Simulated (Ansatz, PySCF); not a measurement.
Dissociation curve of LiH, singlet.

- UKS-BP86/6-31G* = unrestricted BP86/6-31G*, spherical d run with PySCF
- UHF/aug-cc-pVQZ (Ansatz, a first-principles code)
- UKS-PBE0 = unrestricted PBE0/aug-cc-pVQZ (Ansatz)
- UHF/STO-3G = unrestricted Hartree-Fock/STO-3G in PySCF

Energies are in mEh, each relative to the lowest point of its own curve near equilibrium.

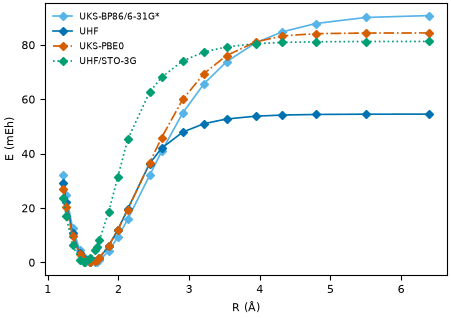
Figure. Energy against bond length for each method.

| R / Å | UKS-BP86/6-31G* | UHF | UKS-PBE0 | UHF/STO-3G |
|---|---|---|---|---|
| 1.22 | 32.0 | 29.2 | 27.2 | 23.8 |
| 1.26 | 24.8 | 22.2 | 20.6 | 16.9 |
| 1.35 | 12.7 | 10.8 | 9.8 | 6.3 |
| 1.45 | 4.7 | 3.5 | 3.1 | 0.8 |
| 1.51 | 2.0 | 1.2 | 1.0 | 0.0 |
| 1.53 | 1.3 | 0.8 | 0.6 | 0.1 |
| 1.60 | 0.1 | 0.0 | 0.0 | 1.5 |
| 1.67 | 0.0 | 0.5 | 0.6 | 4.5 |
| 1.69 | 0.2 | 0.8 | 0.9 | 5.6 |
| 1.73 | 0.7 | 1.6 | 1.8 | 8.2 |
| 1.86 | 4.1 | 6.0 | 6.1 | 18.5 |
| 1.99 | 9.3 | 12.0 | 12.0 | 31.4 |
| 2.13 | 15.9 | 19.6 | 19.3 | 45.2 |
| 2.44 | 32.0 | 36.3 | 36.6 | 62.6 |
| 2.61 | 40.8 | 42.0 | 45.9 | 68.1 |
| 2.91 | 55.0 | 47.9 | 60.0 | 74.1 |
| 3.21 | 65.7 | 51.0 | 69.5 | 77.4 |
| 3.53 | 73.8 | 52.7 | 76.1 | 79.3 |
| 3.94 | 80.8 | 53.8 | 81.1 | 80.4 |
| 4.32 | 84.8 | 54.2 | 83.3 | 80.9 |
| 4.79 | 87.9 | 54.4 | 84.1 | 81.2 |
| 5.50 | 90.1 | 54.5 | 84.4 | 81.3 |
| 6.39 | 90.8 | 54.6 | 84.4 | 81.3 |

At the longest distance, 6.39 Å, UKS-BP86/6-31G* lies highest above its minimum (90.8 mEh) and UHF lowest (54.6 mEh).

The unrestricted determinant behind UKS-BP86/6-31G*, UKS-PBE0 is spin-contaminated at 2.91 to 6.39 Å (<S²> up to 1.0, against 0.00 for a pure singlet). The unrestricted determinant behind UHF is spin-contaminated at 2.44 to 6.39 Å (<S²> up to 1.0, against 0.00 for a pure singlet). The unrestricted solution behind UHF/STO-3G changes between 2.13 and 2.44 Å, which can leave a kink. The unrestricted determinant behind UHF/STO-3G is spin-contaminated at 2.13 to 6.39 Å (<S²> up to 1.0, against 0.00 for a pure singlet).
